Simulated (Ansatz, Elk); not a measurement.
# Bonding as seen by X-rays: Bi3Pt4

The structure of Bi3Pt4 used here is made up (a known structure type with other elements) and was relaxed beforehand with PBE. The aim is the Fourier transform of its all-electron density, F(hkl), set beside the sum over free spherical atoms that refinements use.

Calculated with Elk 11.2.3 (patched build); DFT, PBE, all-electron APW+lo, Dirac cores, scalar-relativistic bands, static density, no spin.

The structure was built from a prototype and need not be the compound's stable phase.

## 1. The starting structure

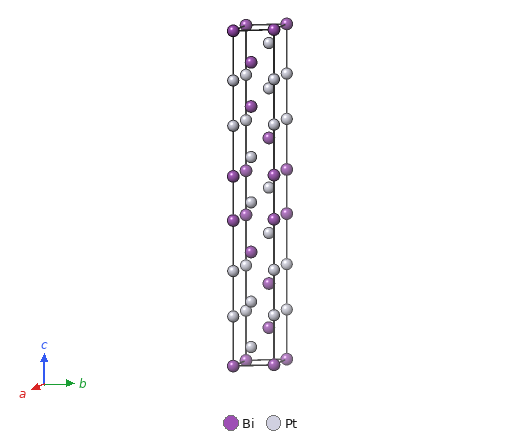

Start, viewed slightly off an axis; bismuth purple, platinum light grey. This picture shows the conventional cell, with its axes. Some periodic images of atoms are drawn too.

Structure file:

```cif
data_structure
_symmetry_space_group_name_H-M 'R-3m:H'
_symmetry_Int_Tables_number 166
_cell_length_a 4.0743
_cell_length_b 4.0743
_cell_length_c 33.1128
_cell_angle_alpha 90.000
_cell_angle_beta 90.000
_cell_angle_gamma 120.000
_cell_volume 476.03
loop_
_atom_site_label
_atom_site_type_symbol
_atom_site_symmetry_multiplicity
_atom_site_Wyckoff_symbol
_atom_site_fract_x
_atom_site_fract_y
_atom_site_fract_z
_atom_site_occupancy
Bi1 Bi 6 c 0.66667 0.33333 0.76747 1
Bi2 Bi 3 a 0.00000 0.00000 0.00000 1
Pt1 Pt 6 c 0.33333 0.66667 0.94998 1
Pt2 Pt 6 c 0.33333 0.66667 0.81481 1
```

## 2. Ground state and structure factors

An all-electron density is needed, since X-rays see the cores too. Task 0 finds the density and task 195 Fourier-transforms it; tshift is off so that phases refer to the origin typed.

Contents of elk.in:

```
tasks
  0
  195

xctype
  20

spinpol
  .false.

rgkmax
  7.0

gmaxvr
  14.0

lmaxo
  7

lmaxapw
  8

swidth
  0.002

tshift
  .false.

ramdisk
  .false.

hmaxvr
  5.5

maxscl
  120

epspot
  1e-06

sppath
  './'

avec
  3.84966326094 2.22260412029 20.85804868135
  -3.84966326094 2.22260412029 20.85804868135
  -0.00000000000 -4.44520823969 20.85804868145

atoms
  2
  'Bi.in'
  3
  0.4341374276 0.4341374276 0.4341374276   0.000000 0.000000 0.000000
  0.5658625724 0.5658625724 0.5658625724   0.000000 0.000000 0.000000
  0.0000000000 0.0000000000 0.0000000000   0.000000 0.000000 0.000000
  'Pt.in'
  4
  0.2833098861 0.2833098861 0.2833098861   0.000000 0.000000 0.000000
  0.7166901139 0.7166901139 0.7166901139   0.000000 0.000000 0.000000
  0.1481435842 0.1481435842 0.1481435842   0.000000 0.000000 0.000000
  0.8518564158 0.8518564158 0.8518564158   0.000000 0.000000 0.000000

ngridk
  6 6 6
```

Run with:

```
> OMP_NUM_THREADS=4 elk
```

Numbers of over 12 decimals in the logs are rounded to 6 here.

What it wrote:

```text
┌─────────────────────────┐
│ Elk code version 11.2.3 │
└─────────────────────────┘

All units are atomic (Hartree, Bohr, etc.)

┌─────────────────────────────────────────────────┐
│ Ground-state run starting from atomic densities │
└─────────────────────────────────────────────────┘

Lattice vectors :
   3.849663261       2.222604120       20.85804868
  -3.849663261       2.222604120       20.85804868
  -0.000000000      -4.445208240       20.85804868

Reciprocal lattice vectors :
  0.8160694691      0.4711579277      0.1004118427
 -0.8160694691      0.4711579277      0.1004118427
 -0.1255392482E-16 -0.9423158553      0.1004118427

Unit cell volume      :    1070.803506
Brillouin zone volume :   0.2316486750

Muffin-tin inner radius fraction :   0.1000000000E-01

Nuclei treated as point charges

Species : 1 (Bi)
 parameters loaded from : Bi.in
 name : bismuth
 nuclear charge    :   -83.00000000
 electronic charge :    83.00000000
 atomic mass :    380947.9285
 muffin-tin radius :    2.800000000
 number of radial points in muffin-tin :   1393
 inner part over the whole radius :   0.9976520004E-02
 number on inner part of muffin-tin    :   1001
 approximate nuclear radius :   0.1052171418E-03
 number of mesh points to nuclear radius :    526
 atomic positions (lattice), magnetic fields (Cartesian) :
  1 :   0.43413743  0.43413743  0.43413743    0.00000000  0.00000000  0.00000000
  2 :  -0.43413743 -0.43413743 -0.43413743    0.00000000  0.00000000  0.00000000
  3 :   0.00000000  0.00000000  0.00000000    0.00000000  0.00000000  0.00000000

Species : 2 (Pt)
 parameters loaded from : Pt.in
 name : platinum
 nuclear charge    :   -78.00000000
 electronic charge :    78.00000000
 atomic mass :    355605.4401
 muffin-tin radius :    2.481671742
 number of radial points in muffin-tin :   1393
 inner part over the whole radius :   0.9938228236E-02
 number on inner part of muffin-tin    :    997
 approximate nuclear radius :   0.1029052813E-03
 number of mesh points to nuclear radius :    526
 atomic positions (lattice), magnetic fields (Cartesian) :
  1 :   0.28330989  0.28330989  0.28330989    0.00000000  0.00000000  0.00000000
  2 :  -0.28330989 -0.28330989 -0.28330989    0.00000000  0.00000000  0.00000000
  3 :   0.14814358  0.14814358  0.14814358    0.00000000  0.00000000  0.00000000
  4 :  -0.14814358 -0.14814358 -0.14814358    0.00000000  0.00000000  0.00000000

Total number of atoms per unit cell :    7
Total muffin-tin volume :    531.9404739
 ratio of muffin-tin to unit cell volume :   0.4967675870

Spin treatment :
 spin-unpolarised

Number of Bravais lattice symmetries :   12
Number of crystal symmetries         :   12
Crystal has inversion symmetry
Real symmetric eigensolver will be used

k-point grid :      6     6     6
k-point offset :    0.000000000       0.000000000       0.000000000
k-point set is reduced with full crystal symmetry group
Total number of k-points :       32

Muffin-tin radius times maximum |G+k| :    7.000000000
 using average radius
Maximum |G+k| for APW functions       :    2.673696565
Maximum (1/2)|G+k|²                   :    3.574326661
Maximum |G| for potential and density :    14.00000000
Constant for pseudocharge density :   10
 order of it for each species :   17  17
 order of it for pair densities of each species (exact exchange by exxq0 0: 18) :   11   8
Radial integration step length :    1

G-vector grid sizes :     96    96    96
Number of G-vectors :    49641

Maximum angular momentum used for
 APW functions            :    8
 outer part of muffin-tin :    7
 inner part of muffin-tin :    2

Total nuclear charge    :   -561.0000000
Total core charge       :    396.0000000
Total valence charge    :    165.0000000
Total excess charge     :    0.000000000
Total electronic charge :    561.0000000

Effective Wigner radius, rₛ :   0.7695191606

Number of empty states         :     28
Total number of valence states :    111
Total number of core states    :    396

[...]
exchange                    :     -2589.6105294366
 correlation                 :     -34.540634890666
 electron entropic           :    -0.92126786089743E-03
 total energy                :     -138534.46246072

Density of states at Fermi energy :    63.66650516
 (states/Hartree/unit cell)

Estimated indirect band gap :   0.3593167743E-02
 from k-point 13 to k-point 25
Estimated direct band gap   :   0.1611007715E-01
 at k-point 21

Charges :
 core                        :    396.0000000
 valence                     :    165.0000000
 interstitial                :    12.38510838
 muffin-tins (core leakage)
  species : 1 (Bi)
[...]
species : 2 (Pt)
[...]
total in muffin-tins        :    548.6148916
 total calculated charge     :    560.9897139
 total charge                :    561.0000000
 error                       :   0.1028612650E-01

RMS change in Kohn-Sham potential (target) :   0.1725583124     (  0.1000000000E-05)
Absolute change in total energy (target)   :   0.9423058997     (  0.1000000000E-03)

[... loops 3 to 18 left out ...]

┌──────────────────┐
│ Loop number : 19 │
└──────────────────┘

Energies :
 Fermi                       :     0.284497
 sum of occupied eigenvalues :     -85456.884159278
 electron kinetic            :      160178.36938750
 core electron kinetic       :      156438.68981186
 Coulomb                     :     -296084.30095731
 Coulomb potential           :     -242198.94979733
 nuclear-nuclear             :     -11855.234078181
 electron-nuclear            :     -326505.60159014
 Hartree                     :      42276.534711014
 Madelung                    :     -174984.82605864
 xc potential                :     -3436.3037494463
 exchange                    :     -2590.9764910612
 correlation                 :     -34.544889665709
 electron entropic           :    -0.81789216937889E-03
 total energy                :     -138531.45376843

Density of states at Fermi energy :    56.66689694
 (states/Hartree/unit cell)

Estimated indirect band gap :   0.3693848538E-02
 from k-point 17 to k-point 13
Estimated direct band gap   :   0.1444975888E-01
 at k-point 13

Charges :
 core                        :    396.0000000
 valence                     :    165.0000000
 interstitial                :    11.55606715
 muffin-tins (core leakage)
  species : 1 (Bi)
[...]
species : 2 (Pt)
[...]
total in muffin-tins        :    549.4439328
 total calculated charge     :    560.9896515
 total charge                :    561.0000000
 error                       :   0.1034848503E-01

RMS change in Kohn-Sham potential (target) :   0.1543166580E-06 (  0.1000000000E-05)
Absolute change in total energy (target)   :   0.8295135922E-04 (  0.1000000000E-03)

Convergence targets achieved

┌──────────────────┐
│ Loop number : 20 │
└──────────────────┘

Energies :
 Fermi                       :     0.284497
 sum of occupied eigenvalues :     -85456.884142170
 electron kinetic            :      160178.36941692
 core electron kinetic       :      156438.68982891
 Coulomb                     :     -296084.30096518
 Coulomb potential           :     -242198.94980158
 nuclear-nuclear             :     -11855.234078181
 electron-nuclear            :     -326505.60160141
 Hartree                     :      42276.534714416
 Madelung                    :     -174984.82606438
 xc potential                :     -3436.3037575091
 exchange                    :     -2590.9764913124
 correlation                 :     -34.544889671231
 electron entropic           :    -0.81789209062693E-03
 total energy                :     -138531.45374713

Density of states at Fermi energy :    56.66689704
 (states/Hartree/unit cell)

Estimated indirect band gap :   0.3693853322E-02
 from k-point 17 to k-point 13
Estimated direct band gap   :   0.1444977592E-01
 at k-point 13

Charges :
 core                        :    396.0000000
 valence                     :    165.0000000
 interstitial                :    11.55606753
 muffin-tins (core leakage)
  species : 1 (Bi)
[...]
species : 2 (Pt)
[...]
atom 2                    :    76.40837289     (  0.8323951910E-03)
   atom 3                    :    76.42590994     (  0.8295430065E-03)
   atom 4                    :    76.42590994     (  0.8295430065E-03)
 total in muffin-tins        :    549.4439325
 total calculated charge     :    560.9896515
 total charge                :    561.0000000
 error                       :   0.1034848512E-01

┌──────────────────────────────┐
│ Self-consistent loop stopped │
└──────────────────────────────┘

Warning : core states of species 1 leak from the muffin-tin :   0.6783286937E-03

Warning : core states of species 2 leak from the muffin-tin :   0.8323951910E-03

Wrote STATE.OUT
```

Elapsed: 2.7 min, on 4 threads of AMD EPYC 7B13 (Zen 3), shared host; peak memory 0.55 GiB; 7.8 min of CPU time.

SFACRHO.OUT:

```text

h k l indices transformed by vhmat matrix:
   1.000000000       0.000000000       0.000000000    
   0.000000000       1.000000000       0.000000000    
   0.000000000       0.000000000       1.000000000    

      h      k      l  multipl.   |H|            Re(F)            Im(F)           |F|

      0      0      0      1   0.0000000       561.00000      0.92473888E-17   561.00000    
      1      1      1      2  0.30123553      -25.406006     -0.81732111E-13   25.406006    
     -2     -2     -2      2  0.60247106       22.151902     -0.15603403E-12   22.151902    
     -3     -3     -3      2  0.90370658      -5.7507209      0.13374345E-12   5.7507209    
      0     -1      0      6  0.94765063      -7.0557811      0.44581152E-13   7.0557811    
      1      1      0      6  0.96347772       6.0634350      0.14860384E-13   6.0634350    
     -1     -2     -1      6   1.0243436       38.238607      0.74301919E-13   38.238607    
     -2     -1     -2      6   1.0677184       15.231435      0.59441535E-13   15.231435    
     -3     -2     -2      6   1.1755865       479.54596     -0.71887107E-12   479.54596    
     -4     -4     -4      2   1.2049421       21.574496      0.11888307E-12   21.574496    
     -3     -2     -3      6   1.2382413      -29.808513     -0.74301919E-13   29.808513    
     -3     -3     -4      6   1.3770305      -70.684261      0.36222186E-12   70.684261    
      3      4      4      6   1.4518768       98.015466     -0.37150960E-13   98.015466    
      5      5      5      2   1.5061776      -45.054162     -0.36407940E-12   45.054162    
      4      4      5      6   1.6099404       44.887952      0.18575480E-13   44.887952    
      1     -1      0      6   1.6321389       449.51682      0.18238468E-13   449.51682    
     -1      0     -2     12   1.6597049      -20.407804      0.11888307E-12   20.407804    
      4      5      5      6   1.6923760       413.27760      0.71701352E-12   413.27760
```

Elk indexes on the primitive cell of elk.in and gives |H| = 4π sin θ/λ in inverse bohr. Below, one row stands for each form hkl of the conventional cell (m members, Friedel mates merged), F is for one primitive cell and the density is static (no thermal factor). Free-atom factors are Waasmaier and Kirfel's, and R is Σm||F|−|F'||/Σm|F|.

```
   hkl   m  sin θ/λ (Å⁻¹)  abs F, DFT  neutral atoms   diff.
   003   2          0.045      25.406         25.379  +0.027
   006   2          0.091      22.152         22.145  +0.007
   009   2          0.136       5.751          5.734  +0.017
   101   6          0.142       7.056          7.081  -0.025
   012   6          0.145       6.063          6.142  -0.079
   104   6          0.154      38.239         38.285  -0.047
   015   6          0.161      15.231         15.314  -0.083
   107   6          0.177     479.546        480.306  -0.760
0 0 12   2          0.181      21.575         21.683  -0.109
   018   6          0.186      29.808         29.821  -0.013
1 0 10   6          0.207      70.684         70.986  -0.302
0 1 11   6          0.218      98.016         98.138  -0.123
0 0 15   2          0.227      45.054         45.050  +0.005
1 0 13   6          0.242      44.888         45.157  -0.269
   110   6          0.245     449.517        450.412  -0.895
   113  12          0.250      20.408         20.537  -0.129
0 1 14   6          0.255     413.278        414.108  -0.830
   116  12          0.262      17.885         18.060  -0.175
```

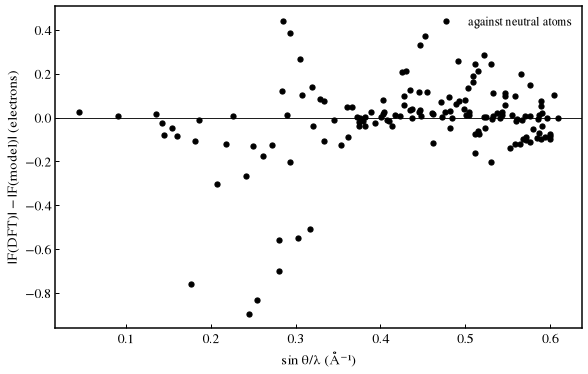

Difference between the calculated structure factors and the independent-atom ones.

## 3. The highest occupied states alone

An energy window below the Fermi level keeps the highest occupied states, to see at which angles they scatter; shallow core shells can lie inside it and anion s states outside. No new self-consistency is needed.

Changes to elk.in since step 2:

```diff
@@ -1,3 +1,2 @@
 tasks
-  0
   195
@@ -40,2 +39,5 @@
 
+wsfac
+  -0.156490 0.584500
+
 sppath
```

Run with:

```
> OMP_NUM_THREADS=4 elk
```

What it wrote:

```text
┌─────────────────────────────────┐
│ Elk code version 11.2.3 started │
└─────────────────────────────────┘

Info(readinput): the functional depends on the density's gradient
 muffin-tin radial points multiplied by    2.00000
 (not where nrmtscf is given)

┌────────────────────┐
│ Current task : 195 │
└────────────────────┘
Info(checkmt): changed muffin-tin radius of species 2 (Pt) from   2.8000 to   2.4817

Info(sfacrho): density structure factors written to SFACRHO.OUT

 Energy window :  -0.1564900000      0.5845000000

┌──────────────────┐
│ Elk code stopped │
└──────────────────┘
```

Run time: 21 s. Hardware: 4 threads; peak memory 0.34 GiB; 29 s of CPU time.

States within 12 eV below the Fermi level hold 54.60 electrons; any levels below the window count with the cores, and a count that is not whole means the window cuts a band. Their amplitudes can exceed the total, where window and core parts have opposite phase:

```
   hkl  sin θ/λ (Å⁻¹)  abs F, window  abs F, all
   003          0.045          5.188      25.406
   006          0.091          5.451      22.152
   009          0.136         13.185       5.751
   101          0.142          3.266       7.056
   012          0.145         10.369       6.063
   104          0.154          0.834      38.239
   015          0.161          7.308      15.231
   107          0.177         18.528     479.546
0 0 12          0.181          4.468      21.575
   018          0.186          1.791      29.808
```

## 4. Another functional

The difference from free atoms is small, so it is set against the change that PBEsol makes.

Changes to elk.in since step 3:

```diff
@@ -1,2 +1,3 @@
 tasks
+  0
   195
@@ -4,3 +5,3 @@
 xctype
-  20
+  22
 
@@ -39,5 +40,2 @@
 
-wsfac
-  -0.156490 0.584500
-
 sppath
```

Run with:

```
> OMP_NUM_THREADS=4 elk
```

What it wrote:

```text
┌─────────────────────────┐
│ Elk code version 11.2.3 │
└─────────────────────────┘

All units are atomic (Hartree, Bohr, etc.)

┌─────────────────────────────────────────────────┐
│ Ground-state run starting from atomic densities │
└─────────────────────────────────────────────────┘

Lattice vectors :
   3.849663261       2.222604120       20.85804868
  -3.849663261       2.222604120       20.85804868
  -0.000000000      -4.445208240       20.85804868

Reciprocal lattice vectors :
  0.8160694691      0.4711579277      0.1004118427
[...]
species : 2 (Pt)
[...]
atom 3                    :    76.41659179     (  0.8289412811E-03)
   atom 4                    :    76.41659179     (  0.8289412811E-03)
 total in muffin-tins        :    549.4103710
 total calculated charge     :    560.9896022
 total charge                :    561.0000000
 error                       :   0.1039776820E-01

┌──────────────────────────────┐
│ Self-consistent loop stopped │
└──────────────────────────────┘

Warning : core states of species 1 leak from the muffin-tin :   0.6828428372E-03

Warning : core states of species 2 leak from the muffin-tin :   0.8312158583E-03

Wrote STATE.OUT
[key lines of the parts left out:]
total energy                :     -138493.69445883
```

Wall time 2.6 min (4 threads); peak memory 0.55 GiB; 7.5 min of CPU time.

Against the first run R = 0.00 %; the largest change is -0.056 at 107.

## 5. A coarser k-mesh

About half the k-points along each axis test the sampling.

Changes to elk.in since step 4:

```diff
@@ -5,3 +5,3 @@
 xctype
-  22
+  20
 
@@ -63,2 +63,2 @@
 ngridk
-  6 6 6
+  3 3 3
```

Run with:

```
> OMP_NUM_THREADS=4 elk
```

What it wrote:

```text
┌─────────────────────────┐
│ Elk code version 11.2.3 │
└─────────────────────────┘

All units are atomic (Hartree, Bohr, etc.)

┌─────────────────────────────────────────────────┐
│ Ground-state run starting from atomic densities │
└─────────────────────────────────────────────────┘

Lattice vectors :
   3.849663261       2.222604120       20.85804868
  -3.849663261       2.222604120       20.85804868
  -0.000000000      -4.445208240       20.85804868

Reciprocal lattice vectors :
  0.8160694691      0.4711579277      0.1004118427
[...]
species : 2 (Pt)
[...]
atom 3                    :    76.42681275     (  0.8302869896E-03)
   atom 4                    :    76.42681275     (  0.8302869896E-03)
 total in muffin-tins        :    549.4484324
 total calculated charge     :    560.9895558
 total charge                :    561.0000000
 error                       :   0.1044417981E-01

┌──────────────────────────────┐
│ Self-consistent loop stopped │
└──────────────────────────────┘

Warning : core states of species 1 leak from the muffin-tin :   0.6781564298E-03

Warning : core states of species 2 leak from the muffin-tin :   0.8344496643E-03

Wrote STATE.OUT
[key lines of the parts left out:]
total energy                :     -138531.44810482
```

Wall time 86 s (4 threads); peak memory 0.55 GiB; 2.6 min of CPU time.

Against the first run R = 0.01 %; the largest change is +0.060 at 110.

## 6. Settings against the effect

```
          run  R against the first run (%)  R against neutral atoms, low angle (%)  wall time
PBE, rgkmax 7                         0.00                                    0.36    2.7 min
       PBEsol                         0.00                                    0.36    2.6 min
 k-mesh 3×3×3                         0.01                                    0.35       86 s
```

## 7. Results

| Item | Value |
| --- | --- |
| R against neutral atoms, sin θ/λ < 0.3 Å⁻¹ | 0.36 % |
| R against neutral atoms, 0.3 to 0.61 Å⁻¹ | 0.09 % |

What this shows: Independent neutral atoms miss the calculated amplitudes by R = 0.36 % below 0.3 Å⁻¹ and 0.09 % from there to 0.61 Å⁻¹; by shells, 0.39 % below 0.15 Å⁻¹ (5 forms), 0.36 % 0.15 to 0.3 (21 forms), 0.08 % 0.3 to 0.45 (45 forms), 0.10 % above 0.45 (78 forms). Bonding, aspherical density and the tables' own atoms all enter these figures, and the runs don't part them. The largest change of an amplitude is -0.89 electrons, at 110. Weak lines can change much in proportion: 119 goes from 3.72 to 3.16. The window's part falls from 54.6 electrons at the origin to at most 1.10 between 0.45 and 0.61 Å⁻¹, where compact states inside the window still scatter. Below 0.3 Å⁻¹ the changes that finished (PBEsol and k-mesh 3×3×3) move F by R = 0.01 % at most, against the 0.36 % that separates it from free atoms. The basis has no finished test. Spin-orbit coupling is left out, which can matter for elements this heavy. Part of the difference isn't bonding: the tables are fits to free atoms and ions calculated by other methods than this functional. Thermal motion, anomalous dispersion and extinction are left out.

[Logs are printed without paths, hosts, clocks, repeated set-up lines and the standing remarks that a program may print on its own settings, such as how far it seeks lower states.]

[Hosts, paths, dates, database ids (printed as entryN), source tags and the programs' standing remarks are cut or masked in the printed files.]
